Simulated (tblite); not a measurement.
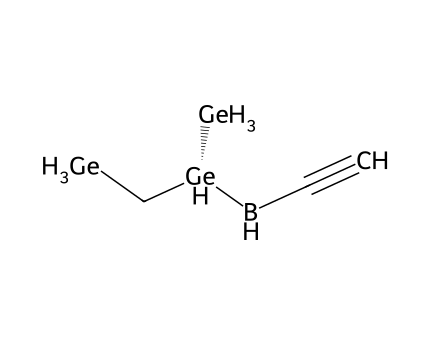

Source: calculation with tblite.

2D structure.

Question: Write the SMILES.

Answer: C#C[BH][Ge@@H]([GeH3])[CH2][GeH3]

Question: What is the molecular formula?

Answer: C3H11BGe3.

Question: An optimisation with GFN2-xTB gave a structure of which point group?

Answer: C1.
